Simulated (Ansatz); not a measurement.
**CH₅AlF₂: nudged elastic band**

- system: CH₅AlF₂
- method: RKS r2SCAN/def2-SVP (Ansatz 0.2.0)

One setting was made poor on purpose. It belongs to a series of runs on one base structure; here: band between the two ends.

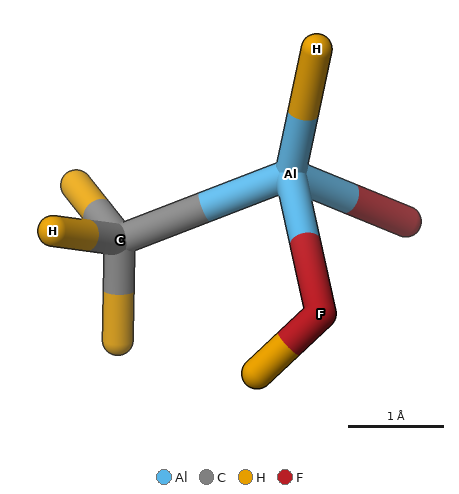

*The structure as given in the input (stick view, seen at a tilt). Sticks mark near contacts.*

Bond lengths as drawn: Al–C 1.96 Å, Al–F 1.68 to 2.06 Å, Al–H 1.58 Å, C–H 1.10 to 1.11 Å and F–H 0.94 Å.

The input
```yaml
crystal:
  periodic: [false, false, false]
  atoms:
    - { symbol: Al, position_ang: [0.055328, -0.070219, 0.275684] }
    - { symbol: C, position_ang: [0.034721, 0.188397, 2.220016] }
    - { symbol: H, position_ang: [-0.891962, -0.156447, 2.715966] }
    - { symbol: H, position_ang: [0.891754, -0.279046, 2.736945] }
    - { symbol: H, position_ang: [0.0989, 1.266244, 2.455188] }
    - { symbol: H, position_ang: [1.36728, -0.009855, -0.607771] }
    - { symbol: F, position_ang: [-1.397715, 0.206373, -0.518886] }
    - { symbol: F, position_ang: [-0.207458, -2.106617, 0.492517] }
    - { symbol: H, position_ang: [-0.493749, -2.19853, 1.380542] }
basis:
  gaussian: { orbitals: def2-SVP }
hamiltonian:
  xc: r2scan
neb:
  order_check: false
  images: 2
  f_tol: 0.05
  max_iterations: 60
  climbing: true
  final_atoms:
    - { symbol: Al, position_ang: [-0.02523234, -0.51305178, -0.16825323] }
    - { symbol: C, position_ang: [-0.05190932, -0.19391024, 2.43246741] }
    - { symbol: H, position_ang: [-1.00401256, -0.02635076, 2.95096222] }
    - { symbol: H, position_ang: [0.7823369, -0.26169276, 3.14139353] }
    - { symbol: H, position_ang: [0.133147, 0.67644259, 1.78231315] }
    - { symbol: H, position_ang: [1.37036122, 0.12023153, -0.48827618] }
    - { symbol: F, position_ang: [-1.42379804, 0.377556, -0.30562086] }
    - { symbol: F, position_ang: [-0.20280433, -2.17239594, -0.10758033] }
    - { symbol: H, position_ang: [-0.12098952, -1.16652864, 1.91279528] }
  initial_path:
    images:
      - { positions_ang: [[0.055328, -0.070219, 0.275684], [0.034721, 0.188397, 2.220016], [-0.891962, -0.156447, 2.715966], [0.891754, -0.279046, 2.736945], [0.0989, 1.266244, 2.455188], [1.36728, -0.009855, -0.607771], [-1.397715, 0.206373, -0.518886], [-0.207458, -2.106617, 0.492517], [-0.493749, -2.19853, 1.380542]] }
      - { positions_ang: [[0.01961955, -0.03392938, 0.08904286], [0.00812034, 0.07235731, 2.2836829], [-0.96675986, -0.24920882, 2.69671047], [0.80740446, -0.55141869, 2.71062858], [0.17967444, 1.11584032, 2.60066086], [1.35914243, -0.01554217, -0.72276464], [-1.43868905, 0.04551866, -0.74194758], [-0.23225675, -1.95558604, 0.5953374], [-0.27915655, -1.58773118, 1.63885016]] }
      - { positions_ang: [[-0.0072339, -0.18154031, -0.05893621], [-0.02075644, -0.05507844, 2.35450003], [-1.00411004, -0.20584341, 2.77504254], [0.77093209, -0.54563427, 2.84544476], [0.1910901, 0.91923985, 2.37636925], [1.36016951, 0.02782, -0.68293303], [-1.4473834, 0.10257966, -0.6708592], [-0.23070553, -1.97751235, 0.39530495], [-0.15490339, -1.24373073, 1.81626792]] }
      - { positions_ang: [[-0.02523234, -0.51305178, -0.16825323], [-0.05190932, -0.19391024, 2.43246741], [-1.00401256, -0.02635076, 2.95096222], [0.7823369, -0.26169276, 3.14139353], [0.133147, 0.67644259, 1.78231315], [1.37036122, 0.12023153, -0.48827618], [-1.42379804, 0.377556, -0.30562086], [-0.20280433, -2.17239594, -0.10758033], [-0.12098952, -1.16652864, 1.91279528]] }
```

Launched with:
```bash
ansatz run input.yaml --threads 2 --pin off --max-ram 3072MiB --backend cpu --events-out ev --progress --plain --runs-dir out
```

Output
```
Engine: ansatz 0.2.0, x86_64-unknown-linux-gnu
Functional definition: r2SCAN
  parameter k0 = 0.174
  parameter k1 = 0.065
  parameter a1 = 4.9479
  exchange = r2scan_x(k0 = k0, k1 = k1, a1 = a1)
  correlation = r2scan_c
937 factors; their error is unknown
mean field evaluation 1: about -13132.4314 eV, gradient 6.3e1 eV
mean field evaluation 2: about -13123.3625 eV, gradient 9.0e1 eV
mean field evaluation 4: about -13140.6464 eV, gradient 4.5e0 eV
mean field evaluation 8: about -13140.6940 eV, gradient 8.0e-2 eV
mean field evaluation 16: about -13140.6473 eV, gradient 3.7e-5 eV
mean field -13140.64733809 eV, -482.9098826240 hartree, gradient 3.7e-5 eV, S^2 0.000000; 0 other end points of the search recorded, 0 dependent functions left out
the calculation of the forces begins
reference -13140.64734995 eV, -482.9098830600 hartree; 21, 21 occupied and 64, 64 virtual orbitals, 937 factors
937 factors; their error is unknown
mean field -13142.25199852 eV, -482.9688528074 hartree, gradient 2.0e-5 eV, S^2 0.000000; 0 other end points of the search recorded, 0 dependent functions left out
[... from here on the field's lines of each further geometry are left out, up to the last ...]
NEB iter   1: max|band force component| = 6.458e0 eV/Å  barrier→ = 0.9873 eV  barrier← = 2.5919 eV  Δτ_max = 0.2000 Å  (103 SCF iters)
NEB iter   2: max|band force component| = 3.003e0 eV/Å  barrier→ = 0.1760 eV  barrier← = 1.7806 eV  Δτ_max = 0.2000 Å  (68 SCF iters)
NEB iter   3: max|band force component| = 9.239e-1 eV/Å  barrier→ = 0.1316 eV  barrier← = 1.7363 eV  Δτ_max = 0.0992 Å  (62 SCF iters)
NEB iter   4: max|band force component| = 2.552e-1 eV/Å  barrier→ = 0.0798 eV  barrier← = 1.6845 eV  CI = image 1  Δτ_max = 0.0443 Å  (58 SCF iters)
NEB iter   5: max|band force component| = 1.244e-1 eV/Å  barrier→ = 0.0802 eV  barrier← = 1.6849 eV  CI = image 1  Δτ_max = 0.0322 Å  (55 SCF iters)
NEB iter   6: max|band force component| = 8.159e-2 eV/Å  barrier→ = 0.0786 eV  barrier← = 1.6833 eV  CI = image 1  Δτ_max = 0.0220 Å  (57 SCF iters)
the calculation of the forces begins
reference -13141.79822444 eV, -482.9521769174 hartree; 21, 21 occupied and 64, 64 virtual orbitals, 937 factors
937 factors; their error is unknown
mean field -13140.56986918 eV, -482.9070356941 hartree, gradient 1.0e-5 eV, S^2 0.000000; 1 other end points of the search recorded, 0 dependent functions left out
the calculation of the forces begins
reference -13140.56988095 eV, -482.9070361267 hartree; 21, 21 occupied and 64, 64 virtual orbitals, 937 factors
NEB iter   7: max|band force component| = 2.999e-2 eV/Å  barrier→ = 0.0775 eV  barrier← = 1.6821 eV  CI = image 1  Δτ_max = 0.0000 Å  (111 SCF iters)
```

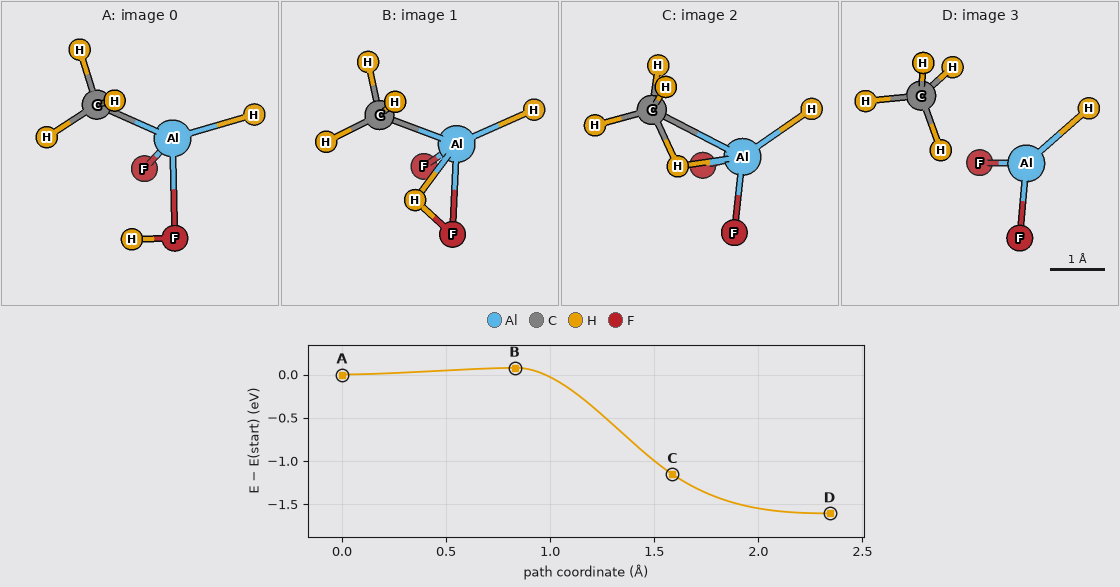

*Images of the last band (counted from 0; ball-and-stick, seen at a tilt) above the energy along the path; the line is a cubic interpolation that uses the forces.*

The highest image is number 1, 0.077 eV above the start and 1.682 eV above the end (the climbing image); the end lies 1.605 eV below the start. The path is 2.34 Å long. The band converged in 7 iterations.

```
Total energy: -13140.56988095 eV, -482.9070361267 hartree
Atom 0 at     0.021547    -0.182739     0.185980 Å, force     0.026303     0.006285     0.004454 eV/Å
Atom 1 at    -0.013945    -0.042349     2.204209 Å, force     0.016815     0.022273    -0.001332 eV/Å
Atom 2 at    -0.928142    -0.262877     2.783316 Å, force    -0.002523    -0.004165     0.006800 eV/Å
Atom 3 at     0.859798    -0.381648     2.786640 Å, force     0.001190     0.000037    -0.011293 eV/Å
Atom 4 at     0.050890     1.064503     2.233172 Å, force    -0.019215    -0.000672     0.001334 eV/Å
Atom 5 at     1.382345     0.005527    -0.581922 Å, force     0.001060    -0.000927    -0.003430 eV/Å
Atom 6 at    -1.403202     0.297217    -0.543286 Å, force    -0.003238    -0.002654     0.002384 eV/Å
Atom 7 at    -0.267197    -2.083643     0.601291 Å, force    -0.010664     0.011929     0.006443 eV/Å
Atom 8 at    -0.244996    -1.573690     1.480801 Å, force    -0.009728    -0.032106    -0.005361 eV/Å
Dipole moment:     0.184656    -0.117534     0.527269 e Å
this run last wrote the band of iteration 7 to [file]
```

The last band as extended XYZ (Å, eV, eV/Å)
```
9
Properties=species:S:1:pos:R:3:forces:R:3 image=0 energy=-13140.64734
Al    0.0553   -0.0702    0.2757    0.0085  -0.0008   0.0000
C     0.0347    0.1884    2.2200   -0.0004   0.0240  -0.0193
H    -0.8920   -0.1564    2.7160   -0.0028  -0.0074   0.0030
H     0.8918   -0.2790    2.7369    0.0040  -0.0050   0.0102
H     0.0989    1.2662    2.4552    0.0009  -0.0047   0.0092
H     1.3673   -0.0099   -0.6078    0.0014  -0.0046  -0.0001
F    -1.3977    0.2064   -0.5189   -0.0128   0.0029  -0.0039
F    -0.2075   -2.1066    0.4925    0.0059   0.0021  -0.0077
H    -0.4937   -2.1985    1.3805   -0.0046  -0.0066   0.0087
9
Properties=species:S:1:pos:R:3:forces:R:3 image=1 energy=-13140.56987
Al    0.0215   -0.1827    0.1860    0.0263   0.0063   0.0045
C    -0.0139   -0.0423    2.2042    0.0168   0.0223  -0.0013
H    -0.9281   -0.2629    2.7833   -0.0025  -0.0042   0.0068
H     0.8598   -0.3816    2.7866    0.0012   0.0000  -0.0113
H     0.0509    1.0645    2.2332   -0.0192  -0.0007   0.0013
H     1.3823    0.0055   -0.5819    0.0011  -0.0009  -0.0034
F    -1.4032    0.2972   -0.5433   -0.0032  -0.0027   0.0024
F    -0.2672   -2.0836    0.6013   -0.0107   0.0119   0.0064
H    -0.2450   -1.5737    1.4808   -0.0097  -0.0321  -0.0054
9
Properties=species:S:1:pos:R:3:forces:R:3 image=2 energy=-13141.79821
Al   -0.0027   -0.4143    0.0036   -0.0727  -0.5898  -0.4918
C    -0.0500   -0.1832    2.3196   -0.0636  -0.3741   0.2916
H    -0.9581   -0.2417    2.9250   -0.0518   0.0866   0.3962
H     0.8546   -0.3871    2.9003    0.0185   0.0111   0.2843
H     0.0198    0.8794    2.0054   -0.0600  -0.4628  -0.6251
H     1.3985    0.0596   -0.5157    0.0188   0.0944   0.1484
F    -1.3927    0.3528   -0.4977   -0.0037   0.1243   0.1391
F    -0.2347   -2.0853    0.3189    0.0520  -0.0240  -0.7108
H    -0.1777   -1.1398    1.6907    0.1624   1.1344   0.5681
9
Properties=species:S:1:pos:R:3:forces:R:3 image=3 energy=-13142.25200
Al   -0.0252   -0.5131   -0.1683   -0.0157  -0.0004   0.0070
C    -0.0519   -0.1939    2.4325   -0.0002   0.0289  -0.0027
H    -1.0040   -0.0264    2.9510    0.0051  -0.0034  -0.0024
H     0.7823   -0.2617    3.1414    0.0025  -0.0115   0.0092
H     0.1331    0.6764    1.7823    0.0001  -0.0081  -0.0082
H     1.3704    0.1202   -0.4883   -0.0019   0.0039   0.0032
F    -1.4238    0.3776   -0.3056    0.0084  -0.0054  -0.0051
F    -0.2028   -2.1724   -0.1076    0.0030   0.0024  -0.0081
H    -0.1210   -1.1665    1.9128   -0.0012  -0.0066   0.0070
```

Key numbers

| quantity | value |
| --- | --- |
| outcome | converged |
| barrier, forward | 0.077 eV |
| barrier, backward | 1.682 eV |
| hardware | 2 threads of Intel Xeon (Granite Rapids), 32 GiB of memory available, shared host |
| wall time | 18 s (CPU time 35 s) |
| peak memory | 0.15 GiB |

Remarks

A deliberately poor setting: few images. The order of the saddle point was not checked.
